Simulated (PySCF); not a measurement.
# [Hg(H2S)2]2+: forces at shaken geometries

Aim: move all atoms of relaxed [Hg(H2S)2]2+ at random and read energies and forces. The species was built from a template and needn't be a known compound.

Method: PBE, Hg def2-SVP with ECP60, S def2-SVP, H def2-SVP; scalar-relativistic core potentials, no spin–orbit coupling; program: PySCF 2.14.0.

3 further runs of the same task are left out: 2 for a known fault of the program, 1 that didn't finish.

## Step 1: The system as given

7 atoms, charge 2, spin multiplicity 1.

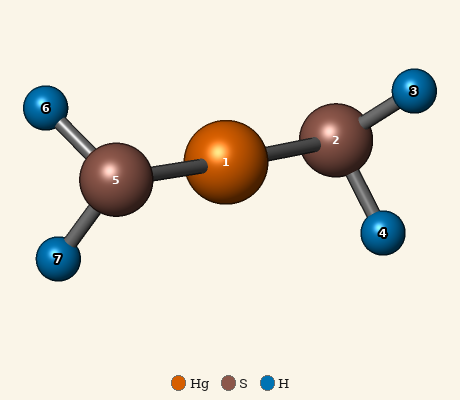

The geometry (mercury orange, sulfur brown, hydrogen blue); atoms are numbered from 1 in the order of the file.

Geometry (Å):

```xyz
7

Hg   -0.0114    0.0000    0.0000
S     0.0187   -0.1564    2.4976
H     0.8351    0.9313    2.7310
H    -1.1413    0.5533    2.7317
S     0.0187    0.1564   -2.4976
H     0.8351   -0.9313   -2.7310
H    -1.1413   -0.5533   -2.7317
```

Formal oxidation states: Hg +2. An earlier session relaxed this geometry at PBE, Hg def2-SVP with ECP60, S def2-SVP, H def2-SVP (singlet, point group C2).

Its energy there is -951.004307 Eh.

## Step 2: Atoms moved at random, σ = 0.15 Å

run.py (the lines that set the calculation) reads:

```python
mol = gto.M(atom='''
Hg     0.14224    -0.34119    -0.04682
S      0.10655    -0.23116     2.56629
H      0.87675     0.93818     2.81696
H     -0.94040     0.51755     2.71471
S     -0.15739     0.37359    -2.40367
H      0.52912    -0.87297    -2.65795
H     -1.14322    -0.38400    -2.98951''',
    basis={'Hg': 'def2-SVP', 'S': 'def2-SVP', 'H': 'def2-SVP'},
    ecp={'Hg': 'def2-SVP'},
    charge=2, spin=0)
mf = dft.RKS(mol, xc='PBE')
mf.grids.atom_grid = (50, 194)
mf = mf.density_fit()  # fitting sets: Hg def2-universal-JKFIT, S def2-universal-JKFIT, H def2-universal-JKFIT
mf.conv_tol = 1e-08; mf.max_cycle = 55
mf.kernel(dm0)  # dm0: the density of the relaxed state
```

Started as:

```bash
$ OMP_NUM_THREADS=2 python run.py
```

Log:

```text
init E= -950.889367763723
  HOMO = -0.688757968183948  LUMO = -0.566289404572345  gap/eV = 3.33254
cycle= 1 E= -950.973311549464  delta_E= -0.0839  |g|= 0.108  |ddm|= 0.579
  HOMO = -0.660125506183183  LUMO = -0.532576344649968  gap/eV = 3.47079
cycle= 2 E= -950.967741594475  delta_E= 0.00557  |g|= 0.162  |ddm|= 0.416
  HOMO = -0.660153680238921  LUMO = -0.537566509499257  gap/eV = 3.33577
cycle= 3 E= -950.976149332982  delta_E= -0.00841  |g|= 0.0568  |ddm|= 0.357
  HOMO = -0.663473955947802  LUMO = -0.538761799646736  gap/eV = 3.39359
cycle= 4 E= -950.977460429592  delta_E= -0.00131  |g|= 0.00919  |ddm|= 0.115
  HOMO = -0.663841337768736  LUMO = -0.539089942127958  gap/eV = 3.39466
cycle= 5 E= -950.977485422626  delta_E= -2.5e-05  |g|= 0.00265  |ddm|= 0.015
  HOMO = -0.663652761338512  LUMO = -0.539053421668186  gap/eV = 3.39052
cycle= 6 E= -950.97748689628  delta_E= -1.47e-06  |g|= 0.000931  |ddm|= 0.00535
  HOMO = -0.663699423037536  LUMO = -0.539040871957127  gap/eV = 3.39213
cycle= 7 E= -950.97748715341  delta_E= -2.57e-07  |g|= 0.000185  |ddm|= 0.00195
  HOMO = -0.663697776845112  LUMO = -0.539047856335884  gap/eV = 3.39190
cycle= 8 E= -950.977487161971  delta_E= -8.56e-09  |g|= 4.66e-05  |ddm|= 0.000357
  HOMO = -0.663699579290306  LUMO = -0.539044906540738  gap/eV = 3.39203
Extra cycle  E= -950.977487161259  delta_E= 7.13e-10  |g|= 6.68e-05  |ddm|= 0.000191
converged SCF energy = -950.977487161259
```

Wall time 2.5 s (2 threads of Arm Neoverse V1, shared host).

Read off: E = -950.977487 Eh (+0.730 eV from the relaxed state), HOMO -18.06 eV, LUMO -14.67 eV, Mulliken charge on Hg1 +0.69 e, largest force component 2.464 eV/Å. 

```tsv
atom	Fx	Fy	Fz (eV/Å)
Hg1	-0.632	0.532	1.045
S2	2.464	-0.570	-0.130
H3	-0.112	-0.862	-0.348
H4	-2.208	1.098	0.058
S5	1.170	-1.827	-0.859
H6	0.191	1.396	-0.173
H7	-0.873	0.233	0.407
```

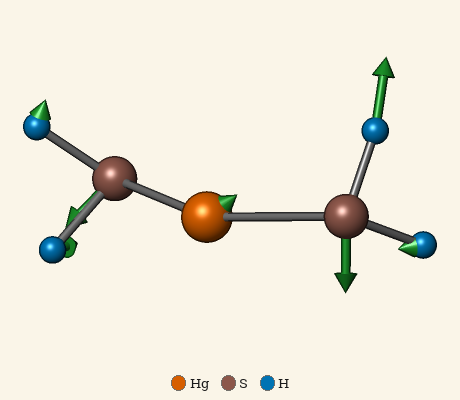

Forces as arrows, the longest for the largest force.

## Step 3: Atoms moved at random, σ = 0.03 Å

run.py (the lines that set the calculation) reads:

```python
mol = gto.M(atom='''
Hg    -0.03495    -0.02120     0.02560
S      0.03749    -0.14513     2.48777
H      0.82505     0.89345     2.74323
H     -1.10931     0.55022     2.71490
S      0.02999     0.17360    -2.47774
H      0.85585    -0.89561    -2.71842
H     -1.19048    -0.55532    -2.77533''',
    basis={'Hg': 'def2-SVP', 'S': 'def2-SVP', 'H': 'def2-SVP'},
    ecp={'Hg': 'def2-SVP'},
    charge=2, spin=0)
mf = dft.RKS(mol, xc='PBE')
mf.grids.atom_grid = (50, 194)
mf = mf.density_fit()  # fitting sets: Hg def2-universal-JKFIT, S def2-universal-JKFIT, H def2-universal-JKFIT
mf.conv_tol = 1e-08; mf.max_cycle = 55
mf.kernel(dm0)  # dm0: the density of the relaxed state
```

Started as:

```bash
$ OMP_NUM_THREADS=2 python run.py
```

Log:

```text
init E= -951.012727894956
  HOMO = -0.671138570883798  LUMO = -0.517338226538314  gap/eV = 4.18512
cycle= 1 E= -950.998037071108  delta_E= 0.0147  |g|= 0.0768  |ddm|= 0.175
  HOMO = -0.666256918150904  LUMO = -0.519284037082116  gap/eV = 3.99934
cycle= 2 E= -950.989369582137  delta_E= 0.00867  |g|= 0.167  |ddm|= 0.45
  HOMO = -0.674948666442266  LUMO = -0.519921262623313  gap/eV = 4.21851
cycle= 3 E= -951.000434430732  delta_E= -0.0111  |g|= 0.0188  |ddm|= 0.314
  HOMO = -0.674323484164814  LUMO = -0.519900736507822  gap/eV = 4.20206
cycle= 4 E= -951.000546838245  delta_E= -0.000112  |g|= 0.00414  |ddm|= 0.0274
  HOMO = -0.674487223365662  LUMO = -0.519881671625015  gap/eV = 4.20703
cycle= 5 E= -951.000551278527  delta_E= -4.44e-06  |g|= 0.00113  |ddm|= 0.00644
  HOMO = -0.674438688677324  LUMO = -0.519893940847581  gap/eV = 4.20538
cycle= 6 E= -951.000551599826  delta_E= -3.21e-07  |g|= 0.000393  |ddm|= 0.00218
  HOMO = -0.674452512737598  LUMO = -0.519884907093228  gap/eV = 4.20600
cycle= 7 E= -951.000551643068  delta_E= -4.32e-08  |g|= 6.69e-05  |ddm|= 0.00073
  HOMO = -0.674451617228735  LUMO = -0.519886286017908  gap/eV = 4.20594
cycle= 8 E= -951.000551644252  delta_E= -1.18e-09  |g|= 1.77e-05  |ddm|= 9.63e-05
  HOMO = -0.674451220517956  LUMO = -0.51988507400911  gap/eV = 4.20596
Extra cycle  E= -951.000551644105  delta_E= 1.47e-10  |g|= 2.72e-05  |ddm|= 6.07e-05
converged SCF energy = -951.000551644105
```

It took 2.5 s on 2 threads of Arm Neoverse V1, shared host.

Result: E = -951.000552 Eh (+0.102 eV from the relaxed state), HOMO -18.35 eV, LUMO -14.15 eV, Mulliken charge on Hg1 +0.67 e, largest force component 1.360 eV/Å. 

```tsv
atom	Fx	Fy	Fz (eV/Å)
Hg1	0.092	0.087	-0.352
S2	-0.501	-1.360	-0.020
H3	0.815	1.072	0.160
H4	-0.384	0.221	0.117
S5	-1.267	-0.482	-0.160
H6	0.065	-0.179	-0.030
H7	1.179	0.641	0.285
```

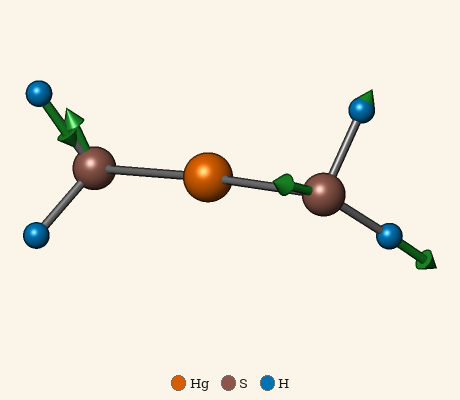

Forces as arrows, the longest for the largest force.

## Step 4: Atoms moved at random, σ = 0.15 Å

run.py (the lines that set the calculation) reads:

```python
mol = gto.M(atom='''
Hg     0.16331     0.03085     0.19183
S     -0.08479     0.02566     2.48476
H      0.67018     0.81300     2.65404
H     -1.19211     0.54714     2.59940
S      0.03221     0.29431    -2.46668
H      0.83373    -1.10939    -2.81365
H     -1.00887    -0.60157    -2.64970''',
    basis={'Hg': 'def2-SVP', 'S': 'def2-SVP', 'H': 'def2-SVP'},
    ecp={'Hg': 'def2-SVP'},
    charge=2, spin=0)
mf = dft.RKS(mol, xc='PBE')
mf.grids.atom_grid = (50, 194)
mf = mf.density_fit()  # fitting sets: Hg def2-universal-JKFIT, S def2-universal-JKFIT, H def2-universal-JKFIT
mf.conv_tol = 1e-08; mf.max_cycle = 55
mf.kernel(dm0)  # dm0: the density of the relaxed state
```

Started as:

```bash
$ OMP_NUM_THREADS=2 python run.py
```

Log:

```text
init E= -950.975500663676
  HOMO = -0.653322393903861  LUMO = -0.520032815855126  gap/eV = 3.62699
cycle= 1 E= -950.84181427095  delta_E= 0.134  |g|= 0.361  |ddm|= 0.921
  HOMO = -0.620725749720292  LUMO = -0.498748974221832  gap/eV = 3.31916
cycle= 2 E= -950.597678400844  delta_E= 0.244  |g|= 0.839  |ddm|= 2.26
  HOMO = -0.676751335415374  LUMO = -0.520496840530119  gap/eV = 4.25190
cycle= 3 E= -950.889504937879  delta_E= -0.292  |g|= 0.169  |ddm|= 1.96
  HOMO = -0.668506684083548  LUMO = -0.522428146839409  gap/eV = 3.97500
cycle= 4 E= -950.897944948673  delta_E= -0.00844  |g|= 0.064  |ddm|= 0.38
  HOMO = -0.671921313739594  LUMO = -0.523550551649093  gap/eV = 4.03737
cycle= 5 E= -950.899240869205  delta_E= -0.0013  |g|= 0.00893  |ddm|= 0.0958
  HOMO = -0.671661923311677  LUMO = -0.523096516089282  gap/eV = 4.04267
cycle= 6 E= -950.899260248181  delta_E= -1.94e-05  |g|= 0.00231  |ddm|= 0.0106
  HOMO = -0.671842626322876  LUMO = -0.523173645273255  gap/eV = 4.04549
cycle= 7 E= -950.899262296476  delta_E= -2.05e-06  |g|= 0.000556  |ddm|= 0.00429
  HOMO = -0.67183740229094  LUMO = -0.523144469199197  gap/eV = 4.04614
cycle= 8 E= -950.899262357859  delta_E= -6.14e-08  |g|= 0.000199  |ddm|= 0.00086
  HOMO = -0.671842256171872  LUMO = -0.523152302589052  gap/eV = 4.04606
cycle= 9 E= -950.899262370439  delta_E= -1.26e-08  |g|= 7.32e-05  |ddm|= 0.000309
  HOMO = -0.671842813408914  LUMO = -0.523149775278526  gap/eV = 4.04614
cycle= 10 E= -950.89926237218  delta_E= -1.74e-09  |g|= 1.51e-05  |ddm|= 0.000116
  HOMO = -0.671845987839408  LUMO = -0.523151418166632  gap/eV = 4.04619
Extra cycle  E= -950.899262371895  delta_E= 2.85e-10  |g|= 3.1e-05  |ddm|= 7.45e-05
converged SCF energy = -950.899262371895
```

Wall time 2.8 s (2 threads of Arm Neoverse V1, shared host).

Result: E = -950.899262 Eh (+2.858 eV from the relaxed state), HOMO -18.28 eV, LUMO -14.24 eV, Mulliken charge on Hg1 +0.68 e, largest force component 12.826 eV/Å. 

```tsv
atom	Fx	Fy	Fz (eV/Å)
Hg1	-0.242	0.163	-2.931
S2	-4.278	-12.826	-0.890
H3	8.551	10.065	2.438
H4	-4.222	2.764	0.535
S5	1.588	-3.567	0.048
H6	-0.990	2.887	0.636
H7	-0.407	0.514	0.163
```

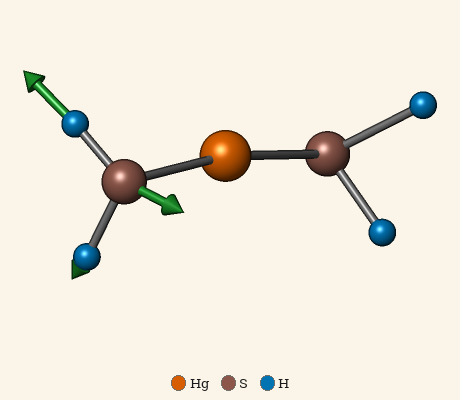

Forces as arrows, the longest for the largest force.

## Step 5: The displacements side by side

| σ (Å) | energy rise (eV) | harmonic estimate −½ F·u (eV) | largest force component (eV/Å) |
| --- | --- | --- | --- |
| 0.15 | 0.730 | 0.669 | 2.46 |
| 0.03 | 0.102 | 0.101 | 1.36 |
| 0.15 | 2.858 | 3.121 | 12.83 |

Every displacement raises the energy. For a harmonic well the rise equals −½ F·u; the two differ by at most 9 % here (a move with σ = 0.15 Å), from anharmonicity, the grid and the small forces left at the relaxed point. The bases are small and lack diffuse functions. Spin–orbit coupling is left out.
